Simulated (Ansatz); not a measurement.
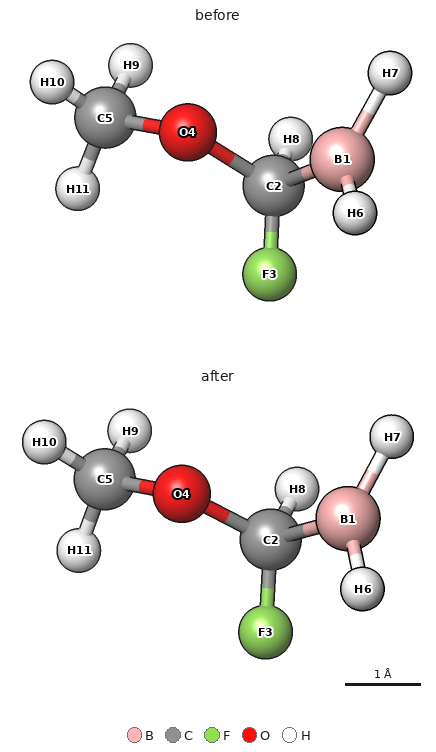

The structure of C2H6BFO (multiplicity 3) before (top) and after (bottom) a relaxation, at one scale.

A ball-and-stick model, seen at a tilt.

Method: UKS r2SCAN50-d3bj/aug-cc-pVTZ (Ansatz 0.2.0).

The input:
```yaml
crystal:
  periodic: [false, false, false]
  atoms:
    - {symbol: B, position_ang: [0.639727, 1.523411, -1.019660]}
    - {symbol: C, position_ang: [-0.556858, 0.456017, -0.454437]}
    - {symbol: F, position_ang: [-1.085447, 0.049104, -1.433428]}
    - {symbol: O, position_ang: [0.517849, -0.383034, 0.135734]}
    - {symbol: C, position_ang: [0.064686, -1.429475, 0.964615]}
    - {symbol: H, position_ang: [0.990234, 1.522692, -2.036853]}
    - {symbol: H, position_ang: [1.132733, 2.486308, -0.250344]}
    - {symbol: H, position_ang: [-0.904019, 0.818087, 0.326723]}
    - {symbol: H, position_ang: [-0.406616, -0.950746, 1.853568]}
    - {symbol: H, position_ang: [0.719771, -1.943044, 1.371004]}
    - {symbol: H, position_ang: [-0.673607, -2.096328, 0.454377]}
basis:
  gaussian: {orbitals: aug-cc-pVTZ, point_charges: [{charge: 0.50, position_ang: [3.750, 0.656, 0.678]}]}
magnetization: {spin_polarized: true, initial_magnetization: 2}
hamiltonian: {xc: {name: r2SCAN50}, dispersion: d3bj, pseudopotentials: {relativity: scalar}}
scf: {lower_state_search: off}
relax: {f_tol: 0.0001, max_steps: 2}
output: {forces: true}
```

Launched with:
```bash
ansatz run in.yaml --threads 4 --pin off --events-out ev --progress --plain --max-ram 10444MiB
```

What changed between the two?

Answer. The relaxation stopped without meeting its thresholds, so the last structure isn't shown to be converged. The input was poor on purpose: steps. The energy falls by 2.849 eV in 1 geometry step. Largest force component: 10 eV/Å at the start, 4.8 eV/Å at the end. H6 moves most after the best rigid fit: 0.22 Å. By element the largest moves are H 0.22 Å, C 0.16 Å, B 0.15 Å, F 0.09 Å, O 0.08 Å. Among the contacts that change: C2–H8 0.928 → 1.046 Å, C5–H10 0.926 → 1.043 Å, B1–H6 1.076 → 1.169 Å, B1–H7 1.327 → 1.255 Å. Bond angles that change, for instance: H6–B1–H7 115.3° → 135.0°, C2–B1–H7 121.6° → 107.5°, B1–C2–O4 88.7° → 97.8°. The run took 20 s on 4 threads of INTEL XEON PLATINUM 8581C @ 2.10GHz, on a shared host.
